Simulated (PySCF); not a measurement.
The calculation's input:

```
{"job": {"kind": "nmr", "xc": "PBE0", "basis": "pcSseg-1"}, "charge": 0, "multiplicity": 1}
C     -1.922332     1.459391     1.429477
C     -1.960502     0.341250     0.730512
C     -1.326660     0.153549    -0.614156
C     -2.387962    -0.245064    -1.640863
C     -0.232925    -0.932052    -0.541988
C      0.886268    -0.512383     0.344190
C      2.159265    -0.387357    -0.034515
F      2.514848    -0.686907    -1.328619
N      3.138856     0.017447     0.812374
C      4.342940     0.161921     0.455279
H     -2.397820     1.550054     2.391329
H     -1.411665     2.336649     1.067108
H     -2.478912    -0.527218     1.117169
H     -0.861744     1.093262    -0.928939
H     -3.157196     0.521336    -1.702738
H     -2.859738    -1.183875    -1.358104
H     -1.940423    -0.365801    -2.624607
H      0.141617    -1.137512    -1.545921
H     -0.679252    -1.849134    -0.145345
H      0.653276    -0.259285     1.366449
H      5.049749     0.487137     1.203042
H      4.719902    -0.016021    -0.552668
```

Launched as:

```sh
OMP_NUM_THREADS=1 python probes_run.py task.json out
```

Geometry: GFN2-xTB.

All numbers below come from PBE0/pcSseg-1, SCF density, gas phase, non-relativistic (PySCF).

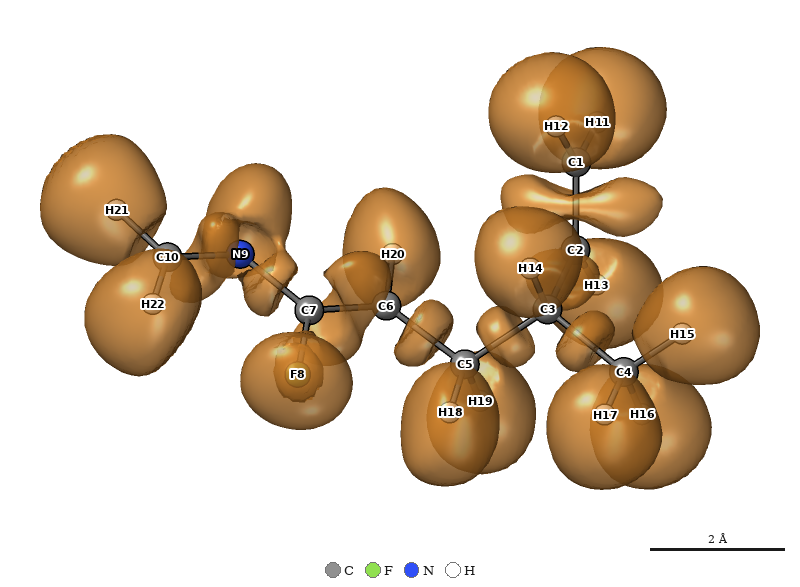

C₈H₁₂FN (SMILES C=C[C@H](C)C/C=C(\F)N=C). Isosurface of the electron localisation function at 0.75 (orange), seen at an oblique angle. Only the valence region is drawn (cores and ρ < 0.01 e/Å³ removed).

Where are the electrons localised?

At this value the surface marks out six regions between bonded C–C atoms (shared pairs), twelve regions around hydrogen nuclei, one region on F in which the atom's valence shell and bonds are merged and one region on N in which the atom's valence shell and bonds are merged.

Values along the shortest contacts:
C–N (1.26 Å): the ELF peaks at about 0.90 between the atoms: a short, multiple covalent bond. C–C (1.32 Å): the ELF peaks at about 0.90 between the atoms; a short, multiple covalent bond.
